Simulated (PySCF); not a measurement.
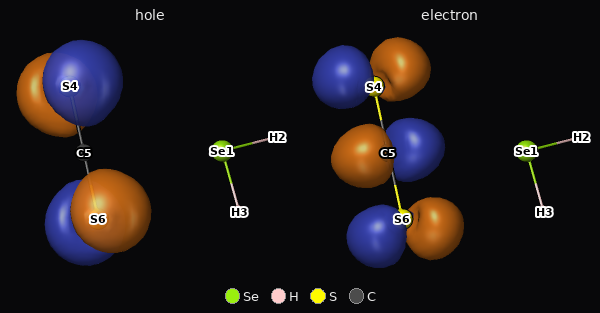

CH2S2Se, SMILES `[SeH2].S=C=S`. Leading natural transition orbital pair of S₁ (TDA singlet states); the surfaces enclose about 78 % of each orbital's density.

Level of theory: CAM-B3LYP/def2-SVP (PySCF), at a geometry from GFN2-xTB. The pair's geometry is semi-empirical, so its contact may be too short or too long. GFN2-xTB bond lengths at metals and heavier atoms can be off by up to 0.1 Å and shapes distorted, which carries into these values. Without diffuse functions Rydberg states are missing, so the states' numbers hold for this basis only.

Coordinates in Å:

```
Se1     -1.7594   -0.1406    0.0000
H2      -3.1378   -0.5465    0.0000
H3      -2.1301    1.2474    0.0000
S4       2.0100   -1.4140    0.0000
C5       1.7113    0.1060    0.0000
S6       1.4163    1.6292    0.0000
```

Question: Where does the state lie, and where do hole and electron sit?

Answer: 3.98 eV (312 nm), f = 0.000 (dark); the leading pair carries 62 %; hole on S4 and S6 (46 % each) and C5 (8 %), electron on C5 (36 %), S4 (32 %) and S6 (31 %) (shares are of the whole state, not of the leading pair alone); their centroids lie 0.0 Å apart. In canonical orbitals it is mainly HOMO−1 → LUMO (61 %). The HOMO–LUMO gap is 7.58 eV.
